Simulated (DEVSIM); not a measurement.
Structure: illuminated Ge n-on-p cell, one wavelength, at 250 K.

```csv
layer (left to right),material,thickness (μm),Nd (cm⁻³),Na (cm⁻³),τn (s),τp (s),absorption coefficient (cm⁻¹)
1,Ge,0.130,3.5e18,-,1.8e-6,3.8e-5,940
2,Ge,250,-,4.6e16,5e-5,5e-5,940
```

Left contact: ohmic, minority hole recombination velocity 1e6 cm/s. Right contact: ohmic, minority electron recombination velocity 5000 cm/s. Voltage is applied to the left contact. Recombination: SRH at mid-gap, radiative, Auger. Light enters at the left, 1.3e18 photons cm⁻² s⁻¹, one pass, no reflection. Mobility is μmin + (μ − μmin)/(1 + (N/Nref)^α).

The device is made up for the run: typed textbook-type constants, with dimensions and the other settings drawn at random. Values at 300 K; Nc and Nv go as T^1.5, mobilities as T to minus their exponent, the gap by Varshni's rule with the affinity fixed.

```tsv
parameter	Ge
gap (eV)	0.664
affinity (eV)	4
permittivity	16
Nc (cm⁻³)	1.04e19
Nv (cm⁻³)	6e18
μn (cm²/Vs)	3900
μp (cm²/Vs)	1900
μn,min	150
μp,min	100
Nref,n	2.6e17
Nref,p	4e17
αn	0.56
αp	0.6
T exponent of μn	1.66
T exponent of μp	2.33
B (cm³/s)	6.4e-14
Cn (cm⁶/s)	1e-31
Cp (cm⁶/s)	1e-31
Varshni α (eV/K)	0.000477
Varshni β (K)	235
```

DEVSIM, 1D drift-diffusion, Boltzmann statistics, complete ionisation; no tunnelling, impact ionisation, image-force lowering or self-heating.

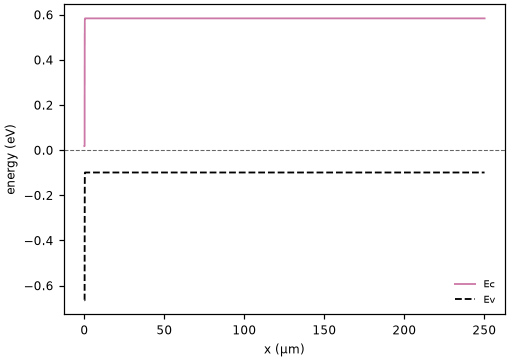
Fig. 1. Band edges at zero bias, in the dark

Energies count from the Fermi level of the right contact; mesh points crowd at the junctions.

| x (μm) | Ec (eV) | Ev (eV) | n (cm⁻³) | p (cm⁻³) | field (V/cm) |
|---|---|---|---|---|---|
| 0.000 | 0.018 | -0.665 | 3.5e18 | 180000 | ≈ 0 |
| 0.02907 | 0.018 | -0.665 | 3.5e18 | 180000 | ≈ 0 |
| 0.07502 | 0.018 | -0.665 | 3.5e18 | 180000 | ≈ 0 |
| 0.1152 | 0.018 | -0.665 | 3.5e18 | 180000 | 330 |
| 0.1521 | 0.204 | -0.479 | 6.1e14 | 1.0e9 | 61000 |
| 0.2147 | 0.484 | -0.199 | 1.4e9 | 4.5e14 | 29000 |
| 0.3727 | 0.584 | -0.099 | 1.4e7 | 4.6e16 | 46 |
| 0.9772 | 0.584 | -0.099 | 1.4e7 | 4.6e16 | ≈ 0 |
| 2.244 | 0.584 | -0.099 | 1.4e7 | 4.6e16 | ≈ 0 |
| 5.145 | 0.584 | -0.099 | 1.4e7 | 4.6e16 | ≈ 0 |
| 12.47 | 0.584 | -0.099 | 1.4e7 | 4.6e16 | ≈ 0 |
| 40.50 | 0.584 | -0.099 | 1.4e7 | 4.6e16 | ≈ 0 |
| 95.28 | 0.584 | -0.099 | 1.4e7 | 4.6e16 | ≈ 0 |
| 182.4 | 0.584 | -0.099 | 1.4e7 | 4.6e16 | ≈ 0 |
| 229.4 | 0.584 | -0.099 | 1.4e7 | 4.6e16 | ≈ 0 |
| 241.7 | 0.584 | -0.099 | 1.4e7 | 4.6e16 | ≈ 0 |
| 246.6 | 0.584 | -0.099 | 1.4e7 | 4.6e16 | ≈ 0 |
| 248.7 | 0.584 | -0.099 | 1.4e7 | 4.6e16 | ≈ 0 |
| 249.7 | 0.584 | -0.099 | 1.4e7 | 4.6e16 | ≈ 0 |
| 250.0 | 0.584 | -0.099 | 1.4e7 | 4.6e16 | ≈ 0 |
| 250.1 | 0.584 | -0.099 | 1.4e7 | 4.6e16 | ≈ 0 |
| 250.1 | 0.584 | -0.099 | 1.4e7 | 4.6e16 | ≈ 0 |
